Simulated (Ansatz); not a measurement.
**Geometry relaxation of C$_{24}$H$_{19}$F$_{6}$PS$_{2}$ (part 4 of 5)**

C$_{24}$H$_{19}$F$_{6}$PS$_{2}$; RKS PBE-D4/def2-SVP (Ansatz 0.2.0). The geometry: GFN2-xTB start.

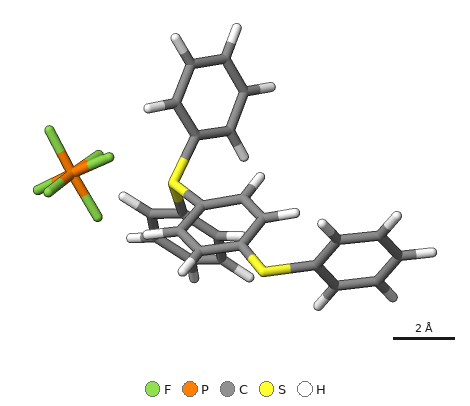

*The geometry at step 24 of the log (stick view, seen at a tilt).*

Trajectory as extended XYZ, continued
```
52
Properties=species:S:1:pos:R:3:forces:R:3 step=20 energy=-72362.80266
F     2.9981    5.1851   -1.5763    0.0653  -0.2424   0.0526
P     3.5073    3.6502   -1.3537    0.0699  -0.0019  -0.0102
F     4.3891    3.6647   -2.7317   -0.1221  -0.0085   0.1144
F     2.1857    3.0774   -2.2112    0.0724   0.0240   0.0132
F     4.7903    4.1316   -0.4669   -0.1235  -0.0254  -0.0341
F     3.9857    2.0283   -1.1069   -0.0688   0.2135  -0.0386
F     2.5875    3.5237    0.0459    0.0833   0.0279  -0.0891
C    -5.9658   -2.6617    2.4510    0.0034   0.0090  -0.0014
C    -5.9481   -1.5244    3.2732   -0.0140  -0.0024  -0.0081
C    -5.5018   -0.2932    2.7658    0.0154   0.0013   0.0009
C    -5.0813   -0.2026    1.4258   -0.0116  -0.0056   0.0028
S    -4.5803    1.3837    0.7671    0.0134  -0.0120  -0.0103
C    -2.8465    1.1489    0.4708    0.0046   0.0260   0.0356
C    -2.0962    0.0978    1.0432   -0.0041  -0.0098  -0.0132
C    -0.7314   -0.0257    0.7649    0.0040  -0.0051  -0.0015
C    -0.1150    0.9101   -0.0807    0.0052   0.0165  -0.0016
S     1.6021    0.8849   -0.5707   -0.0077  -0.0134  -0.0189
C     1.6294   -0.2378   -1.9828   -0.0031   0.0090   0.0237
C     2.6908   -0.0366   -2.8826   -0.0011   0.0035  -0.0046
C     2.7512   -0.8483   -4.0246    0.0101   0.0035   0.0008
C     1.7680   -1.8219   -4.2626   -0.0036  -0.0052  -0.0025
C     0.7058   -1.9911   -3.3593    0.0005  -0.0010   0.0010
C     0.6251   -1.1925   -2.2089   -0.0047  -0.0065  -0.0049
C     2.4530    0.0001    0.7363   -0.0254   0.0110  -0.0218
C     3.1887    0.8248    1.6035    0.0170   0.0016   0.0209
C     3.8868    0.2176    2.6579    0.0012   0.0418  -0.0269
C     3.8549   -1.1754    2.8221   -0.0106  -0.0305   0.0438
C     3.1307   -1.9816    1.9282   -0.0007   0.0048  -0.0242
C     2.4259   -1.3967    0.8663    0.0150  -0.0312   0.0023
C    -0.8333    1.9985   -0.6133   -0.0005   0.0011  -0.0127
C    -2.1998    2.1071   -0.3449   -0.0027  -0.0133  -0.0114
C    -5.1138   -1.3403    0.5933   -0.0104   0.0132   0.0001
C    -5.5456   -2.5682    1.1126    0.0078  -0.0069   0.0092
H    -6.3120   -3.6262    2.8526    0.0008   0.0059  -0.0021
H    -6.2807   -1.5936    4.3204    0.0090   0.0010  -0.0109
H    -5.4711    0.6015    3.4055    0.0010  -0.0058  -0.0090
H    -2.5833   -0.6274    1.7102    0.0017   0.0023  -0.0064
H    -0.1501   -0.8401    1.2210    0.0009   0.0044   0.0000
H     3.4357    0.7491   -2.6859   -0.0069   0.0005   0.0070
H     3.5729   -0.7019   -4.7418   -0.0082  -0.0052   0.0022
H     1.8206   -2.4460   -5.1675    0.0020  -0.0002   0.0020
H    -0.0745   -2.7426   -3.5536    0.0112   0.0058   0.0006
H    -0.2195   -1.2985   -1.5127    0.0095   0.0005  -0.0025
H     3.2243    1.9103    1.4240   -0.0020   0.0117   0.0019
H     4.4762    0.8435    3.3437    0.0007   0.0059   0.0107
H     4.4086   -1.6419    3.6510    0.0085  -0.0004  -0.0108
H     3.1226   -3.0747    2.0490    0.0035  -0.0164   0.0023
H     1.8841   -2.0197    0.1400   -0.0034  -0.0037  -0.0049
H    -0.3108    2.7413   -1.2375    0.0034  -0.0006   0.0118
H    -2.7748    2.9416   -0.7744    0.0031  -0.0027   0.0033
H    -4.8004   -1.2532   -0.4581   -0.0016   0.0001   0.0122
H    -5.5651   -3.4576    0.4638   -0.0070   0.0104   0.0071
52
Properties=species:S:1:pos:R:3:forces:R:3 step=22 energy=-72362.81280
F     2.6699    5.2071   -1.4680    0.1152  -0.2987   0.0269
P     3.3213    3.7150   -1.3155    0.1227  -0.0051  -0.0234
F     4.1710    3.8602   -2.7066   -0.1688  -0.0172   0.1712
F     2.0350    3.0606   -2.1733    0.0738   0.0411   0.0109
F     4.5717    4.2785   -0.4309   -0.1353  -0.0499  -0.0319
F     3.9436    2.1332   -1.1376   -0.1281   0.2912  -0.0274
F     2.4389    3.4598    0.0955    0.1039   0.0453  -0.1227
C    -5.9943   -2.5775    2.4748   -0.0037   0.0156  -0.0018
C    -5.9128   -1.4393    3.2929   -0.0111  -0.0094  -0.0168
C    -5.4502   -0.2227    2.7654    0.0120  -0.0014  -0.0042
C    -5.0772   -0.1482    1.4103   -0.0031  -0.0055  -0.0073
S    -4.5481    1.4193    0.7277    0.0067  -0.0179  -0.0043
C    -2.8167    1.1550    0.4446    0.0111   0.0301   0.0366
C    -2.0919    0.0765    0.9996   -0.0021  -0.0094  -0.0162
C    -0.7274   -0.0671    0.7287   -0.0037  -0.0062  -0.0062
C    -0.0886    0.8749   -0.0930   -0.0054   0.0209   0.0013
S     1.6276    0.8261   -0.5719    0.0140  -0.0206  -0.0223
C     1.6667   -0.2919   -1.9826   -0.0097   0.0078   0.0175
C     2.7359   -0.0751   -2.8696   -0.0035  -0.0026   0.0016
C     2.8195   -0.8822   -4.0134   -0.0017   0.0041  -0.0027
C     1.8469   -1.8631   -4.2669    0.0056  -0.0053   0.0097
C     0.7745   -2.0446   -3.3781    0.0013   0.0013   0.0033
C     0.6726   -1.2528   -2.2246    0.0060  -0.0073  -0.0097
C     2.4759   -0.0578    0.7359   -0.0156  -0.0090  -0.0049
C     3.1992    0.7740    1.6083    0.0068   0.0000   0.0126
C     3.9115    0.1727    2.6563    0.0125  -0.0121  -0.0239
C     3.9090   -1.2235    2.8073   -0.0272   0.0086   0.0219
C     3.1960   -2.0361    1.9094    0.0072   0.0010  -0.0083
C     2.4745   -1.4568    0.8556    0.0151   0.0079   0.0050
C    -0.7800    1.9897   -0.6080    0.0019  -0.0073  -0.0047
C    -2.1455    2.1186   -0.3453   -0.0092  -0.0219  -0.0129
C    -5.1736   -1.2861    0.5827   -0.0085   0.0127   0.0049
C    -5.6230   -2.4998    1.1209    0.0149  -0.0015   0.0195
H    -6.3540   -3.5305    2.8919    0.0018   0.0069   0.0000
H    -6.2085   -1.4962    4.3519    0.0089  -0.0038  -0.0137
H    -5.3706    0.6732    3.3998   -0.0002  -0.0168  -0.0155
H    -2.5985   -0.6538    1.6462    0.0015   0.0053  -0.0051
H    -0.1642   -0.9021    1.1712   -0.0015   0.0098  -0.0030
H     3.4658    0.7221   -2.6595   -0.0019  -0.0007  -0.0014
H     3.6476   -0.7268   -4.7208   -0.0021  -0.0005   0.0001
H     1.9172   -2.4846   -5.1724   -0.0006   0.0040  -0.0001
H     0.0031   -2.8014   -3.5860    0.0051  -0.0005  -0.0026
H    -0.1786   -1.3685   -1.5381    0.0063   0.0005  -0.0014
H     3.2121    1.8621    1.4383   -0.0061  -0.0035  -0.0009
H     4.4912    0.8042    3.3458   -0.0059   0.0000   0.0056
H     4.4772   -1.6865    3.6283    0.0055   0.0002  -0.0078
H     3.2107   -3.1307    2.0213    0.0008   0.0020  -0.0003
H     1.9414   -2.0836    0.1258   -0.0005  -0.0007   0.0021
H    -0.2359    2.7343   -1.2115    0.0004  -0.0019   0.0098
H    -2.7013    2.9735   -0.7602    0.0063  -0.0056   0.0093
H    -4.8947   -1.2107   -0.4795   -0.0041   0.0050   0.0186
H    -5.6921   -3.3902    0.4763   -0.0076   0.0213   0.0151
52
Properties=species:S:1:pos:R:3:forces:R:3 step=24 energy=-72362.82291
F     2.4117    5.2062   -1.3707    0.1302  -0.2861   0.0027
P     3.1758    3.7622   -1.2804    0.1001   0.0135  -0.0699
F     3.9998    4.0274   -2.6689   -0.1646  -0.0374   0.2013
F     1.9326    3.0496   -2.1595    0.0566   0.0470   0.0103
F     4.3818    4.3840   -0.3767   -0.0945  -0.0552  -0.0206
F     3.9065    2.2282   -1.1669   -0.1338   0.2761  -0.0095
F     2.3169    3.3937    0.1240    0.0996   0.0555  -0.1145
C    -6.0324   -2.5004    2.4969   -0.0063   0.0337   0.0067
C    -5.8867   -1.3726    3.3213   -0.0016  -0.0253  -0.0151
C    -5.3958   -0.1687    2.7906    0.0030   0.0030  -0.0067
C    -5.0608   -0.0949    1.4254   -0.0049  -0.0286  -0.0109
S    -4.5018    1.4603    0.7397    0.0055  -0.0110  -0.0046
C    -2.7791    1.1621    0.4399    0.0183  -0.0020   0.0248
C    -2.0751    0.0516    0.9590   -0.0124   0.0098  -0.0106
C    -0.7148   -0.1111    0.6776    0.0018  -0.0040  -0.0159
C    -0.0617    0.8400   -0.1228   -0.0113   0.0196   0.0030
S     1.6543    0.7712   -0.5969    0.0056  -0.0035  -0.0122
C     1.7070   -0.3446   -2.0032   -0.0130  -0.0100  -0.0046
C     2.7628   -0.0896   -2.8968    0.0017  -0.0019   0.0118
C     2.8684   -0.8925   -4.0417   -0.0105  -0.0004  -0.0142
C     1.9280   -1.9062   -4.2897    0.0160  -0.0015   0.0156
C     0.8670   -2.1255   -3.3951    0.0013  -0.0026  -0.0061
C     0.7444   -1.3385   -2.2405    0.0110   0.0056  -0.0010
C     2.4920   -0.1059    0.7217    0.0066  -0.0039   0.0142
C     3.1759    0.7374    1.6159   -0.0154   0.0053  -0.0063
C     3.8800    0.1469    2.6750    0.0270  -0.0015   0.0024
C     3.9116   -1.2500    2.8158   -0.0183  -0.0006  -0.0031
C     3.2413   -2.0736    1.8951    0.0101  -0.0051   0.0100
C     2.5262   -1.5050    0.8312   -0.0068   0.0023  -0.0085
C    -0.7325    1.9811   -0.6070    0.0070  -0.0046   0.0005
C    -2.0932    2.1304   -0.3309   -0.0087  -0.0114  -0.0090
C    -5.2214   -1.2217    0.5919    0.0020   0.0266   0.0218
C    -5.6978   -2.4237    1.1335    0.0091  -0.0120   0.0073
H    -6.4149   -3.4436    2.9162    0.0046   0.0098   0.0019
H    -6.1527   -1.4286    4.3883    0.0055  -0.0047  -0.0154
H    -5.2667    0.7190    3.4291   -0.0030  -0.0278  -0.0211
H    -2.5937   -0.6857    1.5880    0.0021   0.0073  -0.0044
H    -0.1643   -0.9668    1.0969   -0.0079   0.0109  -0.0027
H     3.4647    0.7342   -2.6893   -0.0114  -0.0101  -0.0034
H     3.6857   -0.7081   -4.7550   -0.0061  -0.0030   0.0057
H     2.0148   -2.5250   -5.1956   -0.0017   0.0062   0.0003
H     0.1216   -2.9092   -3.6000    0.0107   0.0102   0.0002
H    -0.0987   -1.4821   -1.5490    0.0063   0.0004  -0.0036
H     3.1608    1.8273    1.4552   -0.0014  -0.0122   0.0019
H     4.4265    0.7880    3.3832   -0.0121  -0.0081  -0.0078
H     4.4765   -1.7047    3.6437   -0.0007   0.0006  -0.0010
H     3.2834   -3.1686    1.9985    0.0000   0.0099  -0.0016
H     2.0238   -2.1403    0.0866    0.0039   0.0048   0.0079
H    -0.1755    2.7307   -1.1925   -0.0069  -0.0108   0.0074
H    -2.6338    3.0081   -0.7183    0.0136  -0.0125   0.0110
H    -4.9699   -1.1467   -0.4769   -0.0055   0.0066   0.0123
H    -5.8185   -3.3055    0.4839   -0.0008   0.0331   0.0232
52
Properties=species:S:1:pos:R:3:forces:R:3 step=27 energy=-72362.83266
F     2.1972    5.1791   -1.3057   -0.0158   0.0169  -0.0115
P     3.0582    3.7989   -1.2533    0.0032   0.0122   0.0151
F     3.8626    4.1678   -2.6191   -0.0024   0.0034  -0.0233
F     1.8691    3.0333   -2.1664    0.0038   0.0074  -0.0076
F     4.2067    4.4739   -0.3165   -0.0054  -0.0088   0.0086
F     3.8757    2.3297   -1.1812    0.0132  -0.0271   0.0080
F     2.2148    3.3382    0.1305    0.0044  -0.0009   0.0112
C    -6.0566   -2.4309    2.5362    0.0326   0.0143   0.0111
C    -5.8354   -1.3228    3.3698   -0.0327  -0.0114  -0.0217
C    -5.3246   -0.1290    2.8356    0.0191   0.0033  -0.0011
C    -5.0390   -0.0469    1.4598   -0.0034  -0.0285  -0.0036
S    -4.4570    1.4980    0.7719    0.0031   0.0000  -0.0073
C    -2.7477    1.1650    0.4357    0.0062  -0.0060   0.0211
C    -2.0612    0.0258    0.9134   -0.0108   0.0033  -0.0193
C    -0.7078   -0.1551    0.6105    0.0054   0.0075   0.0124
C    -0.0442    0.8064   -0.1689   -0.0056   0.0067  -0.0023
S     1.6747    0.7252   -0.6322   -0.0036  -0.0033   0.0027
C     1.7509   -0.3888   -2.0356    0.0019  -0.0077  -0.0078
C     2.7970   -0.0939   -2.9285   -0.0102   0.0064  -0.0064
C     2.9320   -0.8886   -4.0763    0.0135  -0.0216   0.0170
C     2.0327   -1.9390   -4.3226   -0.0161   0.0239  -0.0080
C     0.9786   -2.1974   -3.4298    0.0069  -0.0018  -0.0016
C     0.8250   -1.4164   -2.2749    0.0095   0.0027   0.0047
C     2.4912   -0.1472    0.7042   -0.0040   0.0008   0.0101
C     3.1363    0.7045    1.6192    0.0155  -0.0109  -0.0129
C     3.8227    0.1227    2.6948   -0.0027  -0.0009  -0.0028
C     3.8711   -1.2739    2.8344   -0.0301  -0.0021   0.0120
C     3.2374   -2.1056    1.8953    0.0146   0.0096  -0.0044
C     2.5429   -1.5458    0.8127    0.0062   0.0022  -0.0019
C    -0.6990    1.9701   -0.6192   -0.0051  -0.0149  -0.0098
C    -2.0531    2.1366   -0.3221    0.0004   0.0045  -0.0014
C    -5.2689   -1.1556    0.6192   -0.0133   0.0282   0.0083
C    -5.7685   -2.3471    1.1629   -0.0038  -0.0093   0.0064
H    -6.4556   -3.3659    2.9579   -0.0042   0.0050  -0.0005
H    -6.0637   -1.3849    4.4449    0.0084  -0.0031  -0.0069
H    -5.1406    0.7443    3.4797   -0.0030  -0.0139  -0.0121
H    -2.5868   -0.7177    1.5288    0.0014   0.0021  -0.0004
H    -0.1689   -1.0290    1.0061   -0.0049   0.0043  -0.0055
H     3.4656    0.7569   -2.7202   -0.0052  -0.0103  -0.0015
H     3.7424   -0.6737   -4.7889   -0.0082   0.0021   0.0008
H     2.1404   -2.5510   -5.2309    0.0050  -0.0022   0.0065
H     0.2630   -3.0075   -3.6374    0.0070   0.0055   0.0016
H    -0.0128   -1.5913   -1.5840    0.0025   0.0041  -0.0064
H     3.1071    1.7943    1.4608   -0.0067  -0.0021   0.0041
H     4.3374    0.7708    3.4199   -0.0026  -0.0047  -0.0044
H     4.4157   -1.7215    3.6795    0.0085   0.0002  -0.0105
H     3.2930   -3.1998    1.9978   -0.0025   0.0016   0.0024
H     2.0708   -2.1877    0.0544    0.0007   0.0042   0.0054
H    -0.1364    2.7229   -1.1938    0.0011   0.0024   0.0071
H    -2.5793    3.0359   -0.6775    0.0041  -0.0081   0.0017
H    -5.0584   -1.0722   -0.4577    0.0045  -0.0012   0.0120
H    -5.9463   -3.2136    0.5069   -0.0005   0.0161   0.0125
52
Properties=species:S:1:pos:R:3:forces:R:3 step=29 energy=-72362.83365
F     2.1512    5.1740   -1.3020    0.0057  -0.0016   0.0010
P     3.0340    3.8063   -1.2453   -0.0165   0.0100   0.0025
F     3.8414    4.1915   -2.6053    0.0068  -0.0048   0.0052
F     1.8627    3.0268   -2.1702    0.0023  -0.0032   0.0040
F     4.1640    4.4952   -0.2971    0.0049   0.0015  -0.0056
F     3.8711    2.3477   -1.1700   -0.0021   0.0007  -0.0025
F     2.1870    3.3311    0.1323   -0.0004  -0.0051  -0.0037
C    -6.0523   -2.4133    2.5618   -0.0065  -0.0001  -0.0067
C    -5.8034   -1.3088    3.3910    0.0073   0.0008   0.0058
C    -5.2910   -0.1202    2.8473   -0.0011   0.0002  -0.0029
C    -5.0373   -0.0384    1.4655   -0.0014   0.0014   0.0071
S    -4.4547    1.5013    0.7660   -0.0011   0.0002  -0.0060
C    -2.7479    1.1623    0.4255   -0.0028   0.0015   0.0016
C    -2.0660    0.0165    0.8923    0.0020   0.0000   0.0044
C    -0.7127   -0.1652    0.5898   -0.0030  -0.0032  -0.0072
C    -0.0464    0.7985   -0.1842    0.0043  -0.0070   0.0036
S     1.6746    0.7173   -0.6398    0.0018   0.0033   0.0013
C     1.7629   -0.3940   -2.0440    0.0012   0.0011  -0.0014
C     2.8140   -0.0937   -2.9288    0.0053  -0.0027   0.0021
C     2.9636   -0.8885   -4.0745   -0.0050   0.0059  -0.0023
C     2.0693   -1.9405   -4.3297    0.0051  -0.0069   0.0018
C     1.0105   -2.2051   -3.4447   -0.0022   0.0013  -0.0008
C     0.8443   -1.4259   -2.2906   -0.0033   0.0001  -0.0006
C     2.4842   -0.1564    0.7000    0.0015   0.0029  -0.0044
C     3.1194    0.6951    1.6216   -0.0052   0.0025   0.0043
C     3.7993    0.1134    2.7011    0.0036   0.0024  -0.0014
C     3.8531   -1.2832    2.8369    0.0039  -0.0013  -0.0002
C     3.2330   -2.1146    1.8892   -0.0012  -0.0031  -0.0006
C     2.5434   -1.5548    0.8037   -0.0035  -0.0013   0.0008
C    -0.6982    1.9657   -0.6289   -0.0011   0.0040   0.0016
C    -2.0507    2.1353   -0.3281    0.0017   0.0011  -0.0046
C    -5.2997   -1.1415    0.6289    0.0025  -0.0002  -0.0034
C    -5.7977   -2.3292    1.1823   -0.0003  -0.0031   0.0054
H    -6.4529   -3.3441    2.9911    0.0013  -0.0019   0.0005
H    -6.0056   -1.3713    4.4710    0.0014   0.0006  -0.0023
H    -5.0837    0.7498    3.4876    0.0014   0.0024   0.0008
H    -2.5936   -0.7294    1.5029   -0.0005  -0.0014   0.0001
H    -0.1772   -1.0439    0.9785    0.0022  -0.0012   0.0023
H     3.4772    0.7594   -2.7147    0.0024   0.0037   0.0006
H     3.7772   -0.6686   -4.7815    0.0033   0.0002   0.0003
H     2.1888   -2.5536   -5.2357   -0.0008   0.0012  -0.0010
H     0.3012   -3.0188   -3.6580   -0.0026  -0.0012  -0.0008
H     0.0016   -1.6042   -1.6070   -0.0007  -0.0009   0.0011
H     3.0836    1.7853    1.4680    0.0009   0.0008  -0.0005
H     4.3057    0.7615    3.4316   -0.0004   0.0010   0.0016
H     4.3984   -1.7310    3.6814   -0.0028   0.0000   0.0019
H     3.2933   -3.2087    1.9888    0.0005  -0.0008  -0.0011
H     2.0796   -2.1965    0.0405   -0.0006  -0.0009  -0.0016
H    -0.1331    2.7216   -1.1968   -0.0016   0.0001  -0.0017
H    -2.5737    3.0386   -0.6770   -0.0020   0.0033  -0.0004
H    -5.1110   -1.0589   -0.4519   -0.0034   0.0003   0.0021
H    -6.0005   -3.1918    0.5295   -0.0013  -0.0025  -0.0002
```
